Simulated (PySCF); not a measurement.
# FeS₂: structure of the quintet

Where does quintet FeS₂ go from a end-on start, is the end point a minimum, and what are its modes, charges and moments?

Method: PBE, basis Fe def2-SVP, S def2-SVP, no relativity, density fitting; program: PySCF 2.14.0.

## Step 1: Starting geometry

3 atoms, charge 0, spin multiplicity 5.

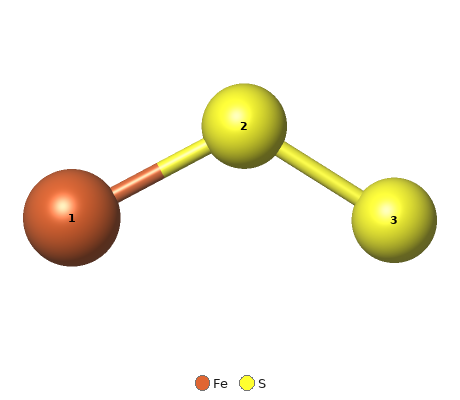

The starting geometry (iron orange, sulfur yellow); atoms are numbered from 1 in the order of the file.

Coordinates in bohr (charge 0 multiplicity 5):
```
Fe    0.0000    0.0000    0.0000
S     0.0000    0.0000    4.2627
S     3.3539    0.0000    6.1902
```

## Step 2: First SCF at the start

The steps below are one call of a driver around PySCF. For each, scf.py gives the equivalent set-up of the SCF; relaxations use the driver's own optimiser. After this first run the driver tries any further starts and a stability analysis.

Input file scf.py:

```python
from pyscf import gto, scf, dft
mol = gto.M(atom='''
Fe     0.000000     0.000000     0.000000
S      0.000000     0.000000     2.255700
S      1.774800     0.000000     3.275700''',
    basis={'Fe': 'def2-SVP', 'S': 'def2-SVP'},
    charge=0, spin=4)
mf = dft.UKS(mol, xc='PBE')
mf.grids.atom_grid = (50, 194)
aux = {'Fe': 'def2-universal-JKFIT', 'S': 'def2-universal-JKFIT'}
mf = mf.density_fit(auxbasis=aux)
mf.conv_tol = 1e-08
mf.diis_space = 10
mf.max_cycle = 60
mf.init_guess = 'minao'
mf.verbose = 4
mf.kernel()
```

Command:

```console
> OMP_NUM_THREADS=2 python axn.py task.json out
```

Output, cut to the lines that bear on the results:

```text
[... the frontier levels of the middle cycles are left out ...]
init E= -2058.37154601644
[... the frontier-level lines of each cycle are left out ...]
cycle= 1 E= -2045.63406494557  delta_E= 12.7  |g|= 2.61  |ddm|=  8.1
cycle= 2 E= -2012.20646667393  delta_E= 33.4  |g|= 3.93  |ddm|= 9.64
cycle= 3 E= -2051.35493706378  delta_E= -39.1  |g|= 3.54  |ddm|= 7.73
cycle= 4 E= -2050.18529731116  delta_E= 1.17  |g|= 3.68  |ddm|=  2.6
cycle= 5 E= -2050.52691788672  delta_E= -0.342  |g|= 3.67  |ddm|= 0.483
cycle= 6 E= -2050.73753126375  delta_E= -0.211  |g|= 3.65  |ddm|= 0.262
cycle= 7 E= -2050.3995965357  delta_E= 0.338  |g|= 3.68  |ddm|= 0.358
cycle= 8 E= -2050.28244512566  delta_E= 0.117  |g|= 3.68  |ddm|= 0.218
cycle= 9 E= -2050.51975493492  delta_E= -0.237  |g|= 3.67  |ddm|= 0.974
cycle= 10 E= -2050.7539250234  delta_E= -0.234  |g|= 3.64  |ddm|= 0.272
cycle= 11 E= -2050.75350334648  delta_E= 0.000422  |g|= 3.64  |ddm|= 0.00172
cycle= 12 E= -1910.67257479321  delta_E=  140  |g|= 6.41  |ddm|= 14.9
cycle= 13 E= -2041.23372537117  delta_E= -131  |g|= 4.17  |ddm|= 15.4
cycle= 14 E= -2040.53661669451  delta_E= 0.697  |g|= 4.24  |ddm|= 0.525
[... 46 cycles left out ...]
SCF not converged.
init E= -2058.37154601644
[... 20 cycles left out ...]
SCF not converged.
init E= -2059.05720933916
[... 16 cycles left out ...]
cycle= 17 E= -2059.06152963179  delta_E= -0.000341  |g|= 0.0151  |ddm|= 0.0211
cycle= 18 E= -2059.06167270296  delta_E= -0.000143  |g|= 0.00893  |ddm|= 0.0179
cycle= 19 E= -2059.06174394662  delta_E= -7.12e-05  |g|= 0.00704  |ddm|= 0.0189
cycle= 20 E= -2059.06179750574  delta_E= -5.36e-05  |g|= 0.00541  |ddm|= 0.0157
cycle= 21 E= -2059.06184778394  delta_E= -5.03e-05  |g|= 0.00404  |ddm|= 0.0166
cycle= 22 E= -2059.06189395835  delta_E= -4.62e-05  |g|= 0.00315  |ddm|= 0.0166
cycle= 23 E= -2059.06193966595  delta_E= -4.57e-05  |g|= 0.00227  |ddm|= 0.017
cycle= 24 E= -2059.06197809466  delta_E= -3.84e-05  |g|= 0.00186  |ddm|= 0.0149
cycle= 25 E= -2059.06200827719  delta_E= -3.02e-05  |g|= 0.00195  |ddm|= 0.0121
cycle= 26 E= -2059.06202631894  delta_E= -1.8e-05  |g|= 0.00282  |ddm|= 0.00824
cycle= 27 E= -2059.06204781834  delta_E= -2.15e-05  |g|= 0.00296  |ddm|= 0.009
cycle= 28 E= -2059.06207426191  delta_E= -2.64e-05  |g|= 0.00279  |ddm|= 0.0105
cycle= 29 E= -2059.06209443429  delta_E= -2.02e-05  |g|= 0.00319  |ddm|= 0.00853
cycle= 30 E= -2059.06209738115  delta_E= -2.95e-06  |g|= 0.0047  |ddm|= 0.0042
SCF not converged.
macro= 0  E= -2059.06308618715  delta_E= -0.000988806  |g|= 0.0100917  3 KF 15 JK
macro= 1  E= -2059.06427408444  delta_E= -0.0011879  |g|= 0.0156479  3 KF 15 JK
macro= 2  E= -2059.0645301214  delta_E= -0.000256037  |g|= 0.000193209  4 KF 16 JK
macro= 3  E= -2059.06453022006  delta_E= -9.86638e-08  |g|= 0.000112071  1 KF 9 JK
macro= 4  E= -2059.06453022006  delta_E= 2.72848e-12  |g|= 3.27244e-05  1 KF 2 JK
macro X = 5  E=-2059.06453022006  |g|= 3.27244e-05  total 13 KF 63 JK
converged SCF energy = -2059.06453022006  <S^2> = 6.2021125  2S+1 = 5.0802018
```

This step, with its further starts and checks, took 29 s on 2 threads of Arm Neoverse V2, shared host.

The starts that the driver tried:

```csv
start,energy (Eh)
the minimal-basis guess,-2059.064530
a thermally smeared density,-2059.064530
a smeared PBE density,-2059.064530
```

Where DIIS stalls, the driver goes on with a level shift of 0.3 Eh and then with a second-order solver.

The test of internal stability and the other starts found no lower solution of this spin.

## Step 3: Relaxation: end-on start, quintet

The program finds Cs symmetry in the start, which this walk keeps.

scf.py, as its differences from that of step 2:

```diff
@@ -3,3 +3,3 @@
-Fe     0.000000     0.000000     0.000000
-S      0.000000     0.000000     2.255700
-S      1.774800     0.000000     3.275700''',
+Fe    -0.473344     0.000000    -1.475239
+S     -0.473344     0.000000     0.780461
+S      1.301456     0.000000     1.800461''',
@@ -15 +14,0 @@
-mf.init_guess = 'minao'
```

Steps of the walk:

```csv
step,energy (Eh),change (kJ/mol),largest symmetric gradient (Eh/bohr)
0,-2059.064530,0.00,0.01633
1,-2059.066681,-5.65,0.01031
2,-2059.067823,-8.65,0.00890
3,-2059.069439,-12.89,0.00971
4,-2059.080156,-41.02,0.01417
5,-2059.100087,-93.35,0.02088
6,-2059.106640,-110.56,0.01384
7,-2059.108524,-115.51,0.01019
8,-2059.108985,-116.72,0.00260
9,-2059.109049,-116.88,0.00114
10,-2059.109064,-116.92,0.00010
11,-2059.109064,-116.92,0.00001
```

The walk took 31 s.

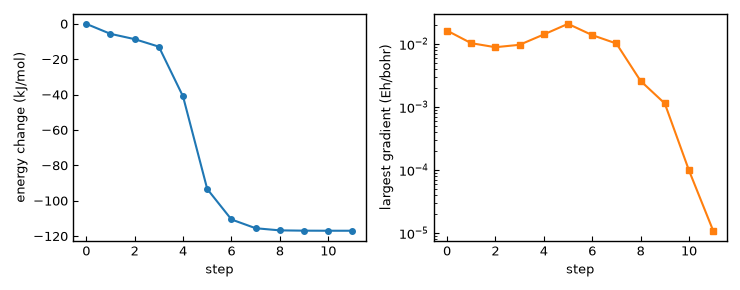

How energy and gradient fall.

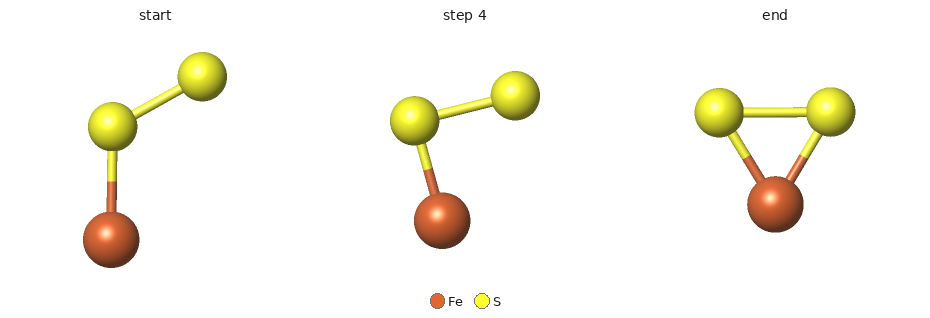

The geometry along the walk, at one scale.

After 11 steps and 116.9 kJ/mol it ends at C2v: Fe–S 2.148 Å (×2), S–S 2.224 Å; Fe–S–S 58.8° (×2), S–Fe–S 62.3°.

## Step 4: Hessian and properties

The point is checked on the finer grid, and tightened if its gradient asks for it. The Hessian and the dipole derivatives come from central differences of analytic gradients, with steps of 0.02 bohr.

scf.py, as its differences from that of step 3:

```diff
@@ -3,3 +3,3 @@
-Fe    -0.473344     0.000000    -1.475239
-S     -0.473344     0.000000     0.780461
-S      1.301456     0.000000     1.800461''',
+Fe     0.017795     0.000000    -0.980553
+S     -1.126903     0.000000     0.837402
+S      1.095776     0.000000     0.877739''',
@@ -9 +9 @@
-mf.grids.atom_grid = (50, 194)
+mf.grids.atom_grid = (75, 302)
@@ -12 +12 @@
-mf.conv_tol = 1e-08
+mf.conv_tol = 1e-10
```

This SCF starts from the last density.

Log of the central SCF (cycles and frontier levels):

```text
init E= -2059.10905424296
[... the frontier-level lines of each cycle are left out ...]
cycle= 1 E= -2059.10905424295  delta_E= 1.09e-11  |g|= 1.34e-06  |ddm|= 4.59e-06
Extra cycle  E= -2059.10905424294  delta_E= 7.28e-12  |g|= 3.85e-06  |ddm|= 6.45e-06
converged SCF energy = -2059.10905424294  <S^2> = 6.0470002  2S+1 = 5.0187649
```

The whole step took 22 s.

Geometry: C2v; Fe–S 2.148 Å (×2), S–S 2.223 Å; Fe–S–S 58.8° (×2), S–Fe–S 62.3°.

Modes, for the most abundant isotopes:

```
symmetry  ω (cm⁻¹)  IR (km/mol)  μ (u)
      a1       251          2.9  36.64
      b2       320          0.7  35.54
      a1       484         15.2  35.57
```

Every mode is real; the point is a minimum.

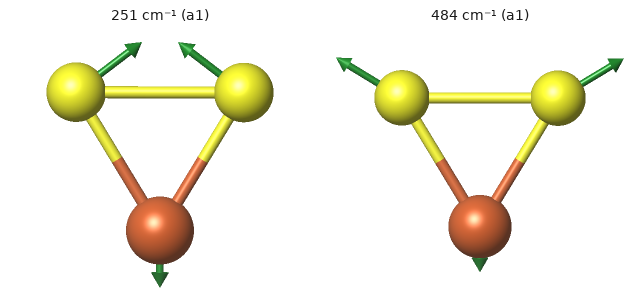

How the atoms move in 2 of the modes.

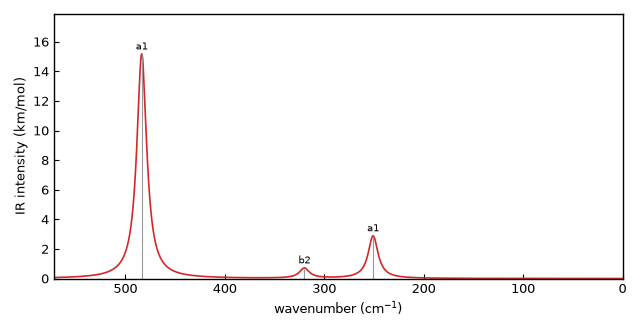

The harmonic infrared spectrum (widths in cm⁻¹). Lines are broadened to a width of 12 cm⁻¹ (Lorentzian).

Constants and moments:

```
Dipole moment                                                   : 4.84 D
Highest occupied level                                          : -4.16 eV
Lowest empty level                                              : -3.47 eV
Rotational constants                                            : 0.2134, 0.1672, 0.09374 cm⁻¹
Zero-point energy                                               : 6.3 kJ/mol
Principal polarisabilities                                      : 34.8, 60.2, 68.1 bohr³
Atomisation energy without zero-point energy                    : 750 kJ/mol
Principal traceless quadrupole moments about the centre of mass : -3.72, -3.14, 6.86 D Å
Entropy at 298.15 K and 1 bar (electronic part: spin only)      : 299.3 J/(mol K)
Heat capacity Cp at 298.15 K                                    : 52.9 J/(mol K)
Enthalpy at 298.15 K above 0 K                                  : 12.85 kJ/mol
Rotational symmetry number                                      : 2
Spin squared ⟨S²⟩                                               : 6.047
```

Populations by atom (charges in e):

```tsv
atom	Mulliken	Löwdin	polar tensor	spin (Mulliken)	Mayer order to Fe1
Fe1	0.33	0.14	0.55	3.28	–
S2,3	-0.16	-0.07	-0.27	0.36	1.31
```

Outer orbital energies (eV). α occupied: -8.00, -7.91, -6.96, -6.83, -5.99, -5.70, -4.68, -4.54; empty: -3.47, -1.87, 0.83, 1.48. β occupied: -18.19, -14.63, -8.48, -7.74, -7.02, -6.47, -4.85, -4.16; empty: -3.43, -3.20, -3.20, -2.83.

Mulliken populations on Fe1: s 6.72, p 12.39, d 6.56, f 0.00.

## Step 5: Summary of results

| quantity | value |
| --- | --- |
| minimum | quintet, C2v |
| geometry | Fe–S 2.148 Å (×2), S–S 2.223 Å; Fe–S–S 58.8° (×2), S–Fe–S 62.3° |
| wavenumbers (cm⁻¹) | 251 (a1), 320 (b2), 484 (a1) |
| dipole moment | 4.84 D |
| highest occupied, lowest empty level (either spin) | -4.16, -3.47 eV |
| polar-tensor charge of Fe1 | +0.55 e |
| zero-point energy | 6.3 kJ/mol |
| entropy at 298.15 K | 299.3 J/(mol K) |
| atomisation energy (no zero-point energy) | 750 kJ/mol |
| ⟨S²⟩ | 6.047 |

In words: The end-on start (Cs) ends in a minimum of C2v symmetry. In the infrared the band at 484 cm⁻¹ (a1) leads. Most of the spin sits on Fe1 (Mulliken spin 3.28, against 4 for the whole molecule). Other starts or spin states, not run here, may lie lower. Open d and f shells are described by one determinant, and the ground state may have another occupation or spin.

The search up to here took 82 s.
